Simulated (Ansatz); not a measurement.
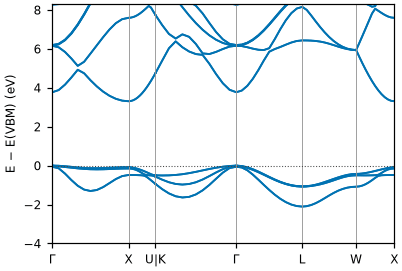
Band structure from DFT-PBE with spin–orbit coupling in the program Ansatz with PAW potentials

Read off the gap and where the band edges lie.

About 3.3 eV (3.31 eV by a search for the band edges); maximum at Γ, minimum at X.

The material is SrO (rock salt, Fm-3m).

The cell was relaxed with PBE under the symmetry of its start; phonons on a q-mesh show no instability.

Potentials: the later of the program's two PAW sets.
